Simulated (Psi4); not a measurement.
# GeH3O (SMILES [O][GeH3]) at UB3LYP/def2-TZVPD (ints tolerance 1e-10, sweep point 5)

Aim: the vertical ionisation energy of GeH3O at UB3LYP/def2-TZVPD (ints tolerance 1e-10, sweep point 5), from 2 runs. Input form: a Python script.

Program for the calculation: Psi4 1.11.

4 further runs of the same task are left out: 4 set aside as unsound or not needed.

## (1) The structure to begin with

GeH3O has 5 atoms, charge 0, and is taken as a doublet. SMILES: `[O][GeH3]`. The coordinates come from a PBE0-D4/def2-TZVP relaxation.

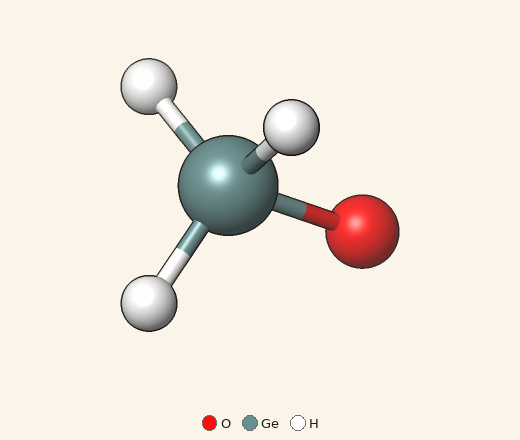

The structure, seen from a chosen angle (oxygen red, germanium teal, hydrogen white).

## (2) The energy at UB3LYP/def2-TZVPD (ints tolerance 1e-10, sweep point 5)

calc.py

```python
import psi4

psi4.set_memory(1600000000)
psi4.set_num_threads(1)
psi4.core.set_output_file('output.dat', False)

m = psi4.geometry("""
0 2
O     -1.443900     0.418600     0.777300
Ge     0.072300    -0.056300    -0.056900
H     -0.162200    -0.091200    -1.574700
H      0.548000    -1.418100     0.471500
H      1.035700     1.073400     0.341400
symmetry c1
""")

options = {'basis': 'def2-TZVPD', 'reference': 'uks', 'puream': True, 'scf_type': 'direct', 'dft_radial_points': 99, 'dft_spherical_points': 590, 'ints_tolerance': 1e-10, 'maxiter': 100}
psi4.set_options(options)

e, wfn = psi4.energy('b3lyp', molecule=m, return_wfn=True)
print(f'b3lyp energy: {e:.10f} Eh')
```

Launch:

```console
$ python calc.py
```

output.dat:

```text
[...]
  Running in c1 symmetry.
[...]
  Nuclear repulsion =  113.909881399441815
[...]
  Multiplicity = 2
[...]
  Nalpha       = 22
  Nbeta        = 21
[...]
    Number of basis functions: 121
[...]
   @DF-UKS iter   1: -2152.39734661241891   -1.81325e+00   2.58926e-02 DIIS/ADIIS
[...]
   @UKS iter  12: -2154.03724372553233   -2.99356e-08   2.26902e-07 DIIS
[...]
   @S^2 Observed:                7.541668494E-01
[...]
    Orbital Energies [Eh]
    ---------------------
    Alpha Occupied:
       1A   -398.765179     2A    -49.807033     3A    -44.328169
       4A    -44.327489     5A    -44.327240     6A    -19.180557
       7A     -6.243213     8A     -4.416342     9A     -4.414274
      10A     -4.413470    11A     -1.244009    12A     -1.239160
      13A     -1.237550    14A     -1.235767    15A     -1.235364
      16A     -0.968581    17A     -0.567735    18A     -0.426301
      19A     -0.387914    20A     -0.384725    21A     -0.353452
      22A     -0.319364
    Alpha Virtual:
      23A     -0.018147    24A     -0.004978    25A      0.029922
[...]
  @UKS Final Energy: -2154.03724372553233
   => Energetics <=
    Nuclear Repulsion Energy =            113.9098813994418151
    One-Electron Energy =               -3226.5057648771798995
    Two-Electron Energy =                1029.9797082987761314
    DFT Exchange-Correlation Energy =     -71.4210685465703392
    Empirical Dispersion Energy =           0.0000000000000000
    VV10 Nonlocal Energy =                  0.0000000000000000
    Total Energy =                      -2154.0372437255323348
[...]
 Multipole Moments:
 ------------------------------------------------------------------------------------
     Multipole            Electronic (a.u.)      Nuclear  (a.u.)        Total (a.u.)
 ------------------------------------------------------------------------------------
 L = 1.  Multiply by 2.5417464519 to convert [e a0] to [Debye]
 Dipole X            :          1.2187746           -0.5033161            0.7154584
 Dipole Y            :         -0.4863947            0.2688943           -0.2175003
 Dipole Z            :         -0.7385494            0.3491948           -0.3893545
 Magnitude           :                                                    0.8430801
[...]
```

Standard output:

```text
b3lyp energy: -2154.0372437255 Eh
```

Run time: 35 s. Hardware: 1 thread of Intel Xeon Platinum 8259CL at 2.50GHz (Skylake/Cascade Lake), shared host; peak memory 1.1 GiB.

## (3) The singlet cation, same level

calc.py

```python
import psi4

psi4.set_memory(1600000000)
psi4.set_num_threads(1)
psi4.set_output_file('psi4.out', False)

mol = psi4.geometry("""
1 1
O     -1.443900     0.418600     0.777300
Ge     0.072300    -0.056300    -0.056900
H     -0.162200    -0.091200    -1.574700
H      0.548000    -1.418100     0.471500
H      1.035700     1.073400     0.341400
units angstrom
symmetry c1
""")

options = {'basis': 'def2-TZVPD', 'reference': 'rks', 'puream': True, 'scf_type': 'direct', 'dft_radial_points': 99, 'dft_spherical_points': 590, 'ints_tolerance': 1e-10, 'maxiter': 60}
psi4.set_options(options)

e = psi4.energy('b3lyp', molecule=mol)
print(f'b3lyp energy: {e:.10f} Eh')
```

Launch:

```console
$ python calc.py
```

psi4.out:

```text
[...]
  Running in c1 symmetry.
[...]
  Nuclear repulsion =  113.909881399441815
[...]
  Multiplicity = 1
[...]
  Nalpha       = 21
  Nbeta        = 21
[...]
    Number of basis functions: 121
[...]
   @DF-RKS iter   1: -2151.97451711626718   -1.39042e+00   2.58691e-02 DIIS/ADIIS
[...]
   @RKS iter  13: -2153.57322262956859   -1.05756e-08   3.70418e-07 DIIS
[...]
    Orbital Energies [Eh]
    ---------------------
    Doubly Occupied:
       1A   -399.048739     2A    -50.090590     3A    -44.612301
       4A    -44.611236     5A    -44.610099     6A    -19.523888
       7A     -6.525755     8A     -4.700022     9A     -4.697695
      10A     -4.693576    11A     -1.527700    12A     -1.522286
      13A     -1.518492    14A     -1.517439    15A     -1.517096
      16A     -1.248603    17A     -0.839158    18A     -0.673086
      19A     -0.661296    20A     -0.658669    21A     -0.590947
[...]
  @RKS Final Energy: -2153.57322262956859
   => Energetics <=
    Nuclear Repulsion Energy =            113.9098813994418151
    One-Electron Energy =               -3214.1147618379923188
    Two-Electron Energy =                1017.7377810183487554
    DFT Exchange-Correlation Energy =     -71.1061232093666149
    Empirical Dispersion Energy =           0.0000000000000000
    VV10 Nonlocal Energy =                  0.0000000000000000
    Total Energy =                      -2153.5732226295681357
[...]
 Multipole Moments:
 ------------------------------------------------------------------------------------
     Multipole            Electronic (a.u.)      Nuclear  (a.u.)        Total (a.u.)
 ------------------------------------------------------------------------------------
 L = 1.  Multiply by 2.5417464519 to convert [e a0] to [Debye]
 Dipole X            :          1.2769580           -0.5033161            0.7736419
 Dipole Y            :         -0.2137138            0.2688943            0.0551805
 Dipole Z            :         -0.5815727            0.3491948           -0.2323778
 Magnitude           :                                                    0.8096704
[...]
```

The script printed:

```text
b3lyp energy: -2153.5732226296 Eh
```

Wall time 24 s (1 thread of Intel Xeon Platinum 8259CL at 2.50GHz (Skylake/Cascade Lake), shared host); peak memory 1.1 GiB.

## (4) What came out

Level: UB3LYP/def2-TZVPD (ints tolerance 1e-10, sweep point 5).

| quantity | value |
| --- | --- |
| doublet GeH3O: total energy | -2154.03724 Eh |
| doublet GeH3O: dipole moment | 2.14 D |
| doublet GeH3O: HOMO energy (highest over α and β) | -8.16 eV |
| doublet GeH3O: LUMO energy (lowest over α and β) | -4.73 eV |
| doublet GeH3O: ⟨S²⟩ | 0.754 |
| singlet cation: total energy | -2153.57322 Eh |
| singlet cation: HOMO energy | -16.08 eV |
| singlet cation: LUMO energy | -14.92 eV |
| singlet cation: HOMO–LUMO gap | 1.16 eV |
| vertical ionisation energy (to the singlet cation) | 12.627 eV |

What this shows: The vertical ionisation energy comes to 12.63 eV (1218 kJ/mol). Only the singlet of the ionised species was computed; a triplet could lie lower.
